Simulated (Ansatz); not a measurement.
BH₅O₂Si···H₂

| atom | x (Å) | y (Å) | z (Å) |
| --- | --- | --- | --- |
| B | 0.3578 | 0.5872 | -0.3532 |
| H | -1.3944 | -0.9394 | 2.8109 |
| O | 1.7004 | 0.4999 | -0.6096 |
| H | 1.8909 | -0.0325 | -1.4014 |
| H | -0.4787 | 0.0498 | -1.0610 |
| O | -0.0595 | 1.3018 | 0.7337 |
| Si | 0.8758 | 2.1541 | 1.8692 |
| H | 1.7804 | 1.2152 | 2.6183 |
| H | 1.6899 | 3.2213 | 1.1912 |
| H | -0.1019 | 2.7855 | 2.8153 |
| H | -1.2152 | -0.4318 | 2.2611 |

Method: Ansatz 0.2.0, RKS PBE-D4/def2-SVP.

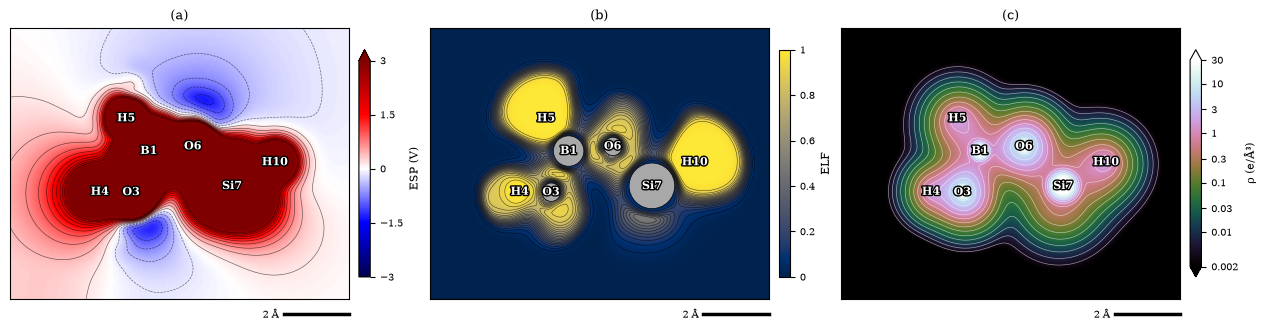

Figure 1. (a) molecular electrostatic potential; (b) ELF; (c) electron density on the plane of atoms B1, O3 and H4. Grey discs cover the atomic cores in the ELF map.

**What do the fields say about this system?**

- The plane passes through B, O, H and Si nuclei.
- O6···H10 (2.56 Å): the density falls to about 0.3 e/Å³ on the way; the ELF dips to about 0.30 between them; a non-bonded, intermolecular contact.
- B–O (1.37 Å): the density is about 2 e/Å³ at the midpoint; the ELF peaks at about 0.90 between the atoms; a polar covalent bond.
- Si–O (1.70 Å): ρ is about 0.98 e/Å³ halfway; the ELF peaks at about 0.85 between the atoms; a shared but strongly polarised pair.
- O–H (0.97 Å): ρ is about 3.6 e/Å³ halfway; the ELF climbs to about 1 towards the hydrogen, as it does in any bond to H: a covalent bond by its length.
- B–H (1.22 Å): ρ is about 1.2 e/Å³ halfway; the ELF climbs to about 1 towards the hydrogen (a covalent bond by its length).
- The ELF also peaks beside O3 and O6, away from the bonds: lone-pair regions.
- Outside the dense part of the complex the potential is most negative (−1.4 V) near O6.

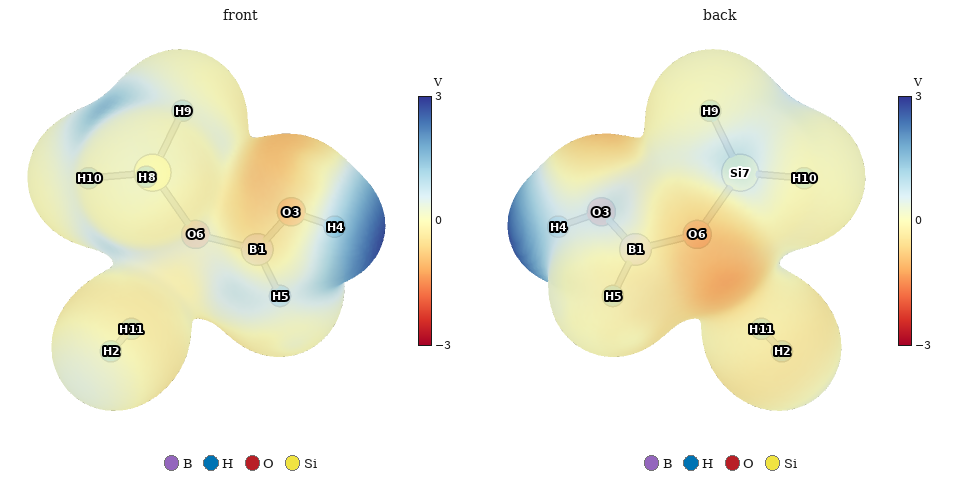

Figure 2. The molecular electrostatic potential painted on the density surface at 0.002 e/bohr³, seen from the front and from behind; the colour scale runs from red (negative) to blue (positive).

**Describe the electrostatic potential map.**

The most negative region (about −1.2 V) lies over O6, the most positive (about +2.7 V) over H4. O6 is the likeliest acceptor of a hydrogen bond.

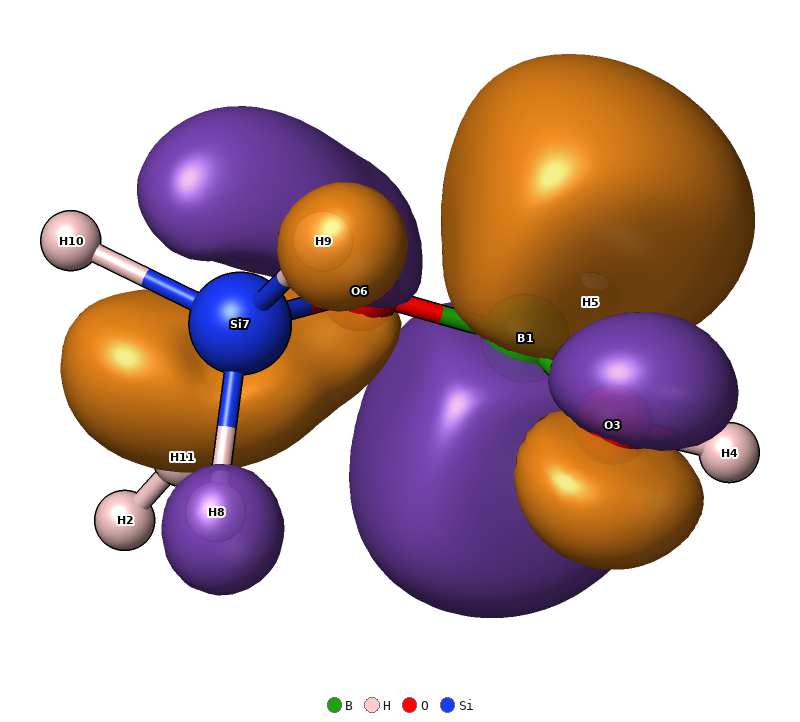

Figure 3. The LUMO at ±0.08 Å⁻³ᐟ² (orange and purple are the two phases), seen from one side.

**Where does this orbital lie, and at what energy?**

Its weight (Hirshfeld) is mainly on B1 (about 50 %), O3 (about 15 %), O6 (about 10 %), Si7 (about 10 %) and H5 (about 5 %). Its energy is −0.28 eV.
